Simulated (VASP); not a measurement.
## Sound and unsound inputs on Te4Pt3

Aim: change the input of a sound run on Te4Pt3 piece by piece and see what each change does. All runs use LDA. The start is a cell from a database of measured crystal structures.

Method: LDA; plane waves and PAW (Te, Pt), in VASP 6.6.1.

## (1) The structure

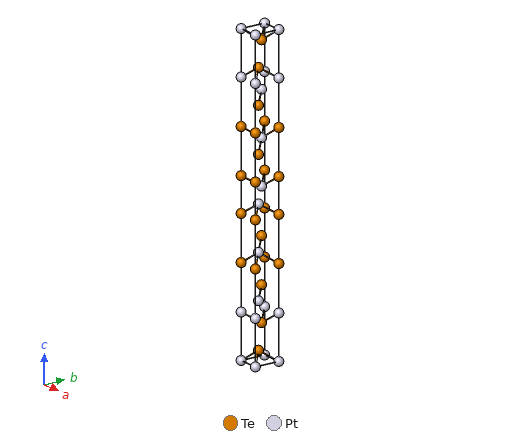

Start, viewed slightly off an axis; tellurium orange, platinum light grey. This picture shows the conventional cell, with its axes. Bonds to atoms that aren't drawn are left out. Some periodic images of atoms are drawn too.

As a file:

```cif
data_structure
_symmetry_space_group_name_H-M 'P 1'
_symmetry_Int_Tables_number 1
_cell_length_a 3.9880
_cell_length_b 3.9880
_cell_length_c 12.0193
_cell_angle_alpha 99.550
_cell_angle_beta 90.000
_cell_angle_gamma 120.000
_cell_volume 162.48
loop_
_atom_site_label
_atom_site_type_symbol
_atom_site_fract_x
_atom_site_fract_y
_atom_site_fract_z
_atom_site_occupancy
Te1 Te 0.55700 0.11400 0.67100 1
Te2 Te 0.44300 0.88600 0.32900 1
Te3 Te 0.70500 0.41000 0.11500 1
Te4 Te 0.29500 0.59000 0.88500 1
Pt5 Pt 0.00000 0.00000 0.00000 1
Pt6 Pt 0.85400 0.70800 0.56200 1
Pt7 Pt 0.14600 0.29200 0.43800 1
```

## (2) Reference run

A single point gives energy, forces and stress at these settings. LDA, the lowest rung, knows the local density alone.

The input, INCAR:

```
SYSTEM = Te4Pt3
PREC = Accurate
ENCUT = 400
EDIFF = 1E-06
NELM = 100
ISMEAR = -1
SIGMA = 0.05
LREAL = .FALSE.
ALGO = Normal
GGA = CA
NBANDS = 34
LASPH = .TRUE.
LORBIT = 11
LWAVE = .FALSE.
LCHARG = .FALSE.
KPAR = 8
ISIF = 2
```

The input, POSCAR:

```
Te4Pt3
1.0
    3.9880000000      0.0000000000      0.0000000000
   -1.9940000000     -3.4537093103      0.0000000000
    0.0000000000      2.3024728735    -11.7966666667
Te Pt
4 3
Direct
    0.5570000000      0.1140000000      0.6710000000
    0.4430000000      0.8860000000      0.3290000000
    0.7050000000      0.4100000000      0.1150000000
    0.2950000000      0.5900000000      0.8850000000
    0.0000000000      0.0000000000      0.0000000000
    0.8540000000      0.7080000000      0.5620000000
    0.1460000000      0.2920000000      0.4380000000
```

The input, KPOINTS:

```
Automatic mesh
0
Gamma
7 7 7
0 0 0
```

Potentials, in the order of the species: Te and Pt (LDA family, release 64).

Launch:

```
> mpirun -np 8 vasp_std
```

Output:

```text
[banner, memory and clock lines left out]
running    8 mpi-ranks, on    1 nodes
 distrk:  each k-point on    1 cores,    8 groups
 distr:  one band on    1 cores,    1 groups

 POSCAR found type information on POSCAR TePt
 POSCAR found :  2 types and       7 ions
|                                                                             |
|           W    W    AA    RRRRR   N    N  II  N    N   GGGG   !!!           |
|           W    W   A  A   R    R  NN   N  II  NN   N  G    G  !!!           |
|           W    W  A    A  R    R  N N  N  II  N N  N  G       !!!           |
|           W WW W  AAAAAA  RRRRR   N  N N  II  N  N N  G  GGG   !            |
|           WW  WW  A    A  R   R   N   NN  II  N   NN  G    G                |
|           W    W  A    A  R    R  N    N  II  N    N   GGGG   !!!           |
|                                                                             |
|     For optimal performance we recommend to set                             |
|       NCORE = 2 up to number-of-cores-per-socket                            |
|     NCORE specifies how many cores store one orbital (NPAR=cpu/NCORE).      |
|     This setting can greatly improve the performance of VASP for DFT.       |
|     The default, NCORE=1 might be grossly inefficient on modern             |
|     multi-core architectures or massively parallel machines. Do your        |
|     Unfortunately you need to use the default for GW and RPA                |
|     calculations (for HF NCORE is supported but not extensively tested      |
|     yet).                                                                   |
|                                                                             |

 LDA part: xc-table for (Slater(with rela. corr.)+CA(PZ))
 , standard interpolation
 POSCAR, INCAR and KPOINTS ok, starting setup
 FFT: planning ... GRIDC
 FFT: planning ... GRID_SOFT
 FFT: planning ... GRID
 WAVECAR not read
 entering main loop
       N       E                     dE             d eps       ncg     rms          rms(c)
DAV:   1     0.254259140992E+03    0.25426E+03   -0.20064E+04  3008   0.112E+03
DAV:   2    -0.260004565940E+02   -0.28026E+03   -0.27090E+03  3616   0.226E+02
DAV:   3    -0.413891668312E+02   -0.15389E+02   -0.15038E+02  3618   0.522E+01
DAV:   4    -0.416812830084E+02   -0.29212E+00   -0.29128E+00  3678   0.798E+00
DAV:   5    -0.416868773234E+02   -0.55943E-02   -0.55886E-02  3550   0.112E+00    0.205E+01
DAV:   6    -0.407182126184E+02    0.96866E+00   -0.44733E+00  3242   0.142E+01    0.126E+01
DAV:   7    -0.405693389742E+02    0.14887E+00   -0.16536E+00  3080   0.998E+00    0.407E+00
DAV:   8    -0.404285614647E+02    0.14078E+00   -0.48764E-01  3128   0.540E+00    0.149E+00
DAV:   9    -0.404260645104E+02    0.24970E-02   -0.74977E-02  3220   0.154E+00    0.821E-01
DAV:  10    -0.404251756672E+02    0.88884E-03   -0.68078E-03  3412   0.491E-01    0.282E-01
DAV:  11    -0.404246907804E+02    0.48489E-03   -0.25071E-03  3406   0.349E-01    0.111E-01
DAV:  12    -0.404246666598E+02    0.24121E-04   -0.41702E-04  3380   0.139E-01    0.295E-02
DAV:  13    -0.404246664904E+02    0.16945E-06   -0.29818E-05  3212   0.313E-02    0.159E-02
DAV:  14    -0.404246660414E+02    0.44900E-06   -0.60902E-06  3308   0.133E-02
   1 F= -.40424666E+02 E0= -.40416313E+02  d E =-.167056E-01
```

Wall time 18 s (8 MPI ranks of Intel Xeon 6975P-C (Granite Rapids), shared host); peak memory 2.3 GiB; 1.9 min of CPU time.

Lines that name or quote the potential files are left out of all logs, and their timing lines are given in words.

From OUTCAR (step 2):

```text
ion  position               nearest neighbor table
   1  0.557  0.114  0.671-   6 2.64   6 2.64   6 2.64   4 3.42   4 3.42   4 3.42   7 3.59   7 3.59
                             7 3.59
   2  0.443  0.886  0.329-   7 2.64   7 2.64   7 2.64   3 3.42   3 3.42   3 3.42   6 3.59   6 3.59
                             6 3.59
   3  0.705  0.410  0.115-   5 2.67   5 2.67   5 2.67   2 3.42   2 3.42   2 3.42   4 3.56   4 3.56
                             4 3.56
   4  0.295  0.590  0.885-   5 2.67   5 2.67   5 2.67   1 3.42   1 3.42   1 3.42   3 3.56   3 3.56
                             3 3.56
   5  0.000  0.000  0.000-   4 2.67   3 2.67   4 2.67   3 2.67   3 2.67   4 2.67
   6  0.854  0.708  0.562-   1 2.64   1 2.64   1 2.64   7 2.73   7 2.73   7 2.73   2 3.59   2 3.59
                             2 3.59
   7  0.146  0.292  0.438-   2 2.64   2 2.64   2 2.64   6 2.73   6 2.73   6 2.73   1 3.59   1 3.59
                             1 3.59

  LATTYP: Found a trigonal (rhomboedric) cell.
 ALAT       =    12.0192647770
 COS(alpha) =     0.9449541606

 Subroutine GETGRP returns: Found 12 space group operations
 (whereof 12 operations were pure point group operations)

The static configuration has the point symmetry D_3d.

 Found     44 irreducible k-points:

   k-points           NKPTS =     44   k-points in BZ     NKDIM =     44   number of bands    NBANDS=     34

   dimension x,y,z NGX =    28 NGY =   28 NGZ =   80
   dimension x,y,z NGXF=    56 NGYF=   56 NGZF=  160

   ENCUT  =  400.0 eV  29.40 Ry    5.42 a.u.   6.50  6.50 19.60*2*pi/ulx,y,z

   NELECT =      54.0000    total number of electrons

 k-points in reciprocal lattice and weights: Automatic mesh
   0.00000000  0.00000000  0.00000000       0.003
   0.14285714  0.00000000 -0.00000000       0.017
   0.28571429  0.00000000 -0.00000000       0.017
   0.42857143  0.00000000 -0.00000000       0.017
   0.00000000  0.14285714 -0.00000000       0.017
   0.14285714  0.14285714 -0.00000000       0.035
   0.28571429  0.14285714  0.00000000       0.035
   0.42857143  0.14285714 -0.00000000       0.035
  -0.42857143  0.14285714  0.00000000       0.035
[...]
0.00000000  0.00000000  0.42857143       0.006
   0.14285714  0.00000000  0.42857143       0.017

 average (electrostatic) potential at core
       1 -87.2585       2 -87.2585       3 -87.3266       4 -87.3266       5 -66.2863
       6 -65.5251       7 -65.5251

 E-fermi :   8.4661

 k-point     1 :       0.0000    0.0000    0.0000
  band No.  band energies     occupation
    ...
     20       6.6656      2.00000
     21       6.6656      2.00000
     22       6.8410      2.00000
     23       7.8081      2.00000
     24       7.8081      2.00000
     25       9.0291      0.00003
     26       9.0291      0.00003
     27       9.6332      0.00000
     28      10.4868      0.00000
     29      10.4868      0.00000
    ...

 k-point     2 :       0.1429    0.0000   -0.0000
  band No.  band energies     occupation
    ...
     21       6.8220      2.00000
     22       6.9084      2.00000
     23       7.5441      2.00000
     24       7.7294      2.00000
     25       7.8600      1.99999
     26       8.6441      0.05534
     27       9.0895      0.00001
     28       9.5691      0.00000
     29       9.9821      0.00000
     30      10.2991      0.00000
    ...

 k-point     3 :       0.2857    0.0000   -0.0000
  band No.  band energies     occupation
    ...
     23       6.7614      2.00000
     24       6.8775      2.00000
     25       7.1563      2.00000
     26       7.9884      1.99986
     27       8.2508      1.97339
     28       9.1412      0.00000
     29       9.7732      0.00000
     30       9.7845      0.00000
     31      10.5939      0.00000
     32      11.2486      0.00000
    ...

  Total       -3.3766502     -3.3766502     -3.4329954      0.0000000     -0.0000000      0.0000000
  in kB      -33.2963336    -33.2963336    -33.8519398      0.0000000     -0.0000000      0.0000000
  external PRESSURE =     -33.4815357 kB  Pullay stress =       0.0000000 kB

  energy-cutoff  :      400.00
  volume of cell :      162.48
      direct lattice vectors                 reciprocal lattice vectors
     3.988000000  0.000000000  0.000000000     0.250752257 -0.144771883 -0.028256570
    -1.994000000 -3.453709310  0.000000000     0.000000000 -0.289543766 -0.056513139
     0.000000000  2.302472874-11.796666667     0.000000000  0.000000000 -0.084769709

 POSITION                                       TOTAL-FORCE (eV/Angst)
 -----------------------------------------------------------------------------------
      1.99400      1.15124     -7.91556         0.000000      0.000000      0.759028
     -0.00000     -2.30247     -3.88110        -0.000000     -0.000000     -0.759028
      1.99400     -1.15124     -1.35662         0.000000     -0.000000     -0.040017
      0.00000     -0.00000    -10.44005         0.000000      0.000000      0.040017
      0.00000      0.00000      0.00000        -0.000000      0.000000      0.000000
      1.99400     -1.15124     -6.62973         0.000000     -0.000000     -0.113914
      0.00000     -0.00000     -5.16694        -0.000000      0.000000      0.113914
 -----------------------------------------------------------------------------------
    total drift:                                0.000000      0.000000     -0.000000

  FREE ENERGIE OF THE ION-ELECTRON SYSTEM (eV)
  ---------------------------------------------------
  free  energy   TOTEN  =       -40.4246660414 eV

  energy  without entropy=      -40.4079603937  energy(sigma->0) =      -40.41631322

 total charge
# of ion       s       p       d       tot
------------------------------------------
    1        1.402   1.842   0.087   3.332
    2        1.402   1.842   0.087   3.332
    3        1.401   1.876   0.080   3.357
    4        1.401   1.876   0.080   3.357
    5        0.691   0.662   8.118   9.471
    6        0.671   0.547   8.125   9.342
    7        0.671   0.547   8.125   9.342
--------------------------------------------------
tot          7.639   9.193  24.700  41.532

[... 3 further parts left out ...]
```

At this level the cell is under a tension of 3.3 GPa, so at these settings it is away from equilibrium.

This step gave:

| Property | Result |
| --- | --- |
| SCF cycles | 14 |
| electrons | 54 |
| bands | 34 |
| irreducible k-points | 44 |
| symmetry operations | 12 |
| free energy (TOTEN) | -40.42 eV |
| energy at zero smearing | -40.42 eV |
| Fermi energy | 8.466 eV |
| pressure | -3.348 GPa |
| metallic | yes |

Force by atom:

```
atom  x (eV/Å)  y (eV/Å)  z (eV/Å)   size
 Te1     0.000     0.000     0.759  0.759
 Te2     0.000     0.000    -0.759  0.759
 Te3     0.000     0.000    -0.040  0.040
 Te4     0.000     0.000     0.040  0.040
 Pt5     0.000     0.000     0.000  0.000
 Pt6     0.000     0.000    -0.114  0.114
 Pt7     0.000     0.000     0.114  0.114
```

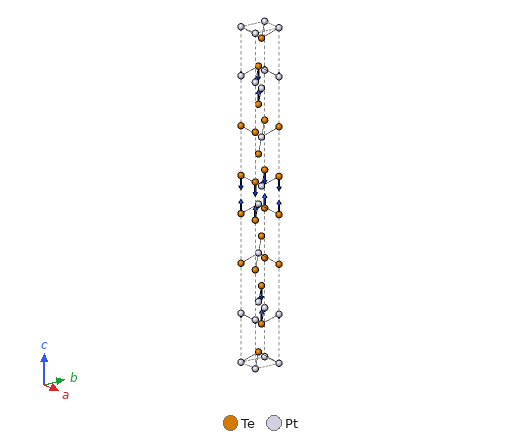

Force as arrows, the longest 0.759 eV/Å. Bonds to atoms that aren't drawn are left out. Some periodic images of atoms are drawn too.

The pressure is -3.35 GPa and the largest force 0.759 eV/Å, so the cell is not at a minimum at these settings.

## (3) Self-consistent run (LDA), changed input

A single point gives energy, forces and stress at these settings. Some settings are moved from the usual, to see what they do.

INCAR, as its differences from that of step 2:

```diff
@@ -5,4 +5,4 @@
 NELM = 100
-ISMEAR = -1
-SIGMA = 0.05
+ISMEAR = 1
+SIGMA = 0.01
 LREAL = .FALSE.
```

POSCAR is that of step 2.

KPOINTS is that of step 2.

Launch:

```
> mpirun -np 8 vasp_std
```

Output:

```text
[banner, memory and clock lines left out]
running    8 mpi-ranks, on    1 nodes
 distrk:  each k-point on    1 cores,    8 groups
 distr:  one band on    1 cores,    1 groups

 POSCAR found type information on POSCAR TePt
 POSCAR found :  2 types and       7 ions
 [... a notice as in an earlier step ...]

 LDA part: xc-table for (Slater(with rela. corr.)+CA(PZ))
 , standard interpolation
 POSCAR, INCAR and KPOINTS ok, starting setup
 FFT: planning ... GRIDC
 FFT: planning ... GRID_SOFT
 FFT: planning ... GRID
 WAVECAR not read
 entering main loop
       N       E                     dE             d eps       ncg     rms          rms(c)
DAV:   1     0.254266181649E+03    0.25427E+03   -0.20064E+04  3008   0.112E+03
DAV:   2    -0.259842883072E+02   -0.28025E+03   -0.27093E+03  3616   0.226E+02
DAV:   3    -0.413824998838E+02   -0.15398E+02   -0.15047E+02  3618   0.522E+01
DAV:   4    -0.416747601865E+02   -0.29226E+00   -0.29145E+00  3678   0.798E+00
DAV:   5    -0.416803565401E+02   -0.55964E-02   -0.55906E-02  3550   0.112E+00    0.205E+01
DAV:   6    -0.407101910719E+02    0.97017E+00   -0.44682E+00  3234   0.142E+01    0.126E+01
DAV:   7    -0.405623881096E+02    0.14780E+00   -0.16502E+00  3072   0.995E+00    0.406E+00
DAV:   8    -0.404197799033E+02    0.14261E+00   -0.48669E-01  3120   0.540E+00    0.150E+00
DAV:   9    -0.404173792665E+02    0.24006E-02   -0.74455E-02  3222   0.153E+00    0.823E-01
DAV:  10    -0.404164543141E+02    0.92495E-03   -0.68645E-03  3398   0.495E-01    0.279E-01
DAV:  11    -0.404160012625E+02    0.45305E-03   -0.24488E-03  3396   0.346E-01    0.114E-01
DAV:  12    -0.404159673759E+02    0.33887E-04   -0.50955E-04  3456   0.158E-01    0.358E-02
DAV:  13    -0.404159644597E+02    0.29162E-05   -0.61956E-05  3248   0.452E-02    0.195E-02
DAV:  14    -0.404159637051E+02    0.75465E-06   -0.61062E-06  3270   0.128E-02
   1 F= -.40415964E+02 E0= -.40415925E+02  d E =-.115964E-03
```

The job ended after 20 s (8 MPI ranks; peak memory 2.3 GiB).

OUTCAR, selected parts (step 3):

```text
The static configuration has the point symmetry D_3d.

 Found     44 irreducible k-points:

   NELECT =      54.0000    total number of electrons

 E-fermi :   8.4662

 k-point     1 :       0.0000    0.0000    0.0000
  band No.  band energies     occupation
    ...
     20       6.6651      2.00000
     21       6.6651      2.00000
     22       6.8401      2.00000
     23       7.8086      2.00000
     24       7.8086      2.00000
     25       9.0291      0.00000
     26       9.0291      0.00000
     27       9.6335      0.00000
     28      10.4871      0.00000
     29      10.4871      0.00000
    ...

 k-point     2 :       0.1429    0.0000   -0.0000
  band No.  band energies     occupation
    ...
     21       6.8212      2.00000
     22       6.9080      2.00000
     23       7.5445      2.00000
     24       7.7297      2.00000
     25       7.8601      2.00000
     26       8.6441     -0.00000
     27       9.0895      0.00000
     28       9.5693      0.00000
     29       9.9823      0.00000
     30      10.2991      0.00000
    ...

  Total       -3.3880112     -3.3880112     -3.4828669      0.0000000     -0.0000000      0.0000000
  in kB      -33.4083619    -33.4083619    -34.3437107      0.0000000     -0.0000000      0.0000000
  external PRESSURE =     -33.7201449 kB  Pullay stress =       0.0000000 kB

 POSITION                                       TOTAL-FORCE (eV/Angst)
 -----------------------------------------------------------------------------------
      1.99400      1.15124     -7.91556        -0.000000      0.000000      0.761295
     -0.00000     -2.30247     -3.88110         0.000000     -0.000000     -0.761295
      1.99400     -1.15124     -1.35662         0.000000     -0.000000     -0.043411
      0.00000     -0.00000    -10.44005        -0.000000      0.000000      0.043411
      0.00000      0.00000      0.00000         0.000000     -0.000000      0.000000
      1.99400     -1.15124     -6.62973         0.000000     -0.000000     -0.108866
      0.00000     -0.00000     -5.16694        -0.000000      0.000000      0.108866
 -----------------------------------------------------------------------------------
    total drift:                                0.000000      0.000000     -0.000000

  FREE ENERGIE OF THE ION-ELECTRON SYSTEM (eV)
  ---------------------------------------------------
  free  energy   TOTEN  =       -40.4159637051 eV

  energy  without entropy=      -40.4158477406  energy(sigma->0) =      -40.41592505

 total charge
# of ion       s       p       d       tot
------------------------------------------
    1        1.402   1.842   0.087   3.331
    2        1.402   1.842   0.087   3.331
    3        1.400   1.877   0.079   3.357
    4        1.400   1.877   0.079   3.357
    5        0.691   0.662   8.118   9.471
    6        0.671   0.547   8.124   9.342
    7        0.671   0.547   8.124   9.342
--------------------------------------------------
tot          7.638   9.194  24.700  41.532

[... 8 parts as in an earlier step ...]

[... 5 further parts left out ...]
```

At this level the cell is under a tension of 3.4 GPa, so at these settings it is away from equilibrium.

Numbers from this step:

| Item | Value |
| --- | --- |
| pressure | -3.372 GPa |

Force by atom:

```
atom  x (eV/Å)  y (eV/Å)  z (eV/Å)   size
 Te1     0.000     0.000     0.761  0.761
 Te2     0.000     0.000    -0.761  0.761
 Te3     0.000     0.000    -0.043  0.043
 Te4     0.000     0.000     0.043  0.043
 Pt5     0.000     0.000     0.000  0.000
 Pt6     0.000     0.000    -0.109  0.109
 Pt7     0.000     0.000     0.109  0.109
```

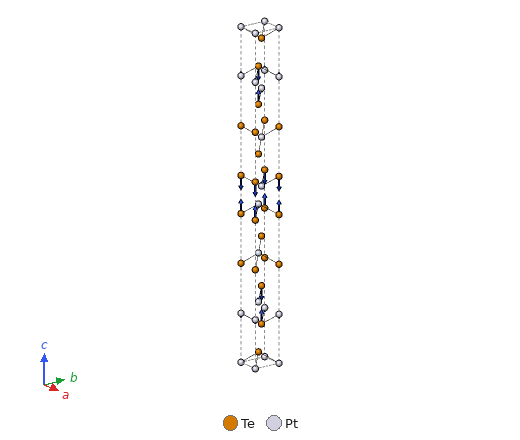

Force as arrows, the longest 0.761 eV/Å. Bonds to atoms that aren't drawn are left out. Some periodic images of atoms are drawn too.

Against the reference run the energy at zero smearing moves by +0.06 meV an atom and the pressure by -0.02 GPa.

[end of part 1 of 4]

[Lines on the potential files, build, host, timing and source positions are cut from VASP's logs without a mark.]

[Logs are printed without paths, hosts, clocks, repeated set-up lines and the standing remarks that a program may print on its own settings, such as how far it seeks lower states.]

[Hosts, paths, dates, database ids (printed as entryN), source tags and the programs' standing remarks are cut or masked in the printed files.]

[A measured line is paired with the nearest computed mode of its activity, which favours agreement.]
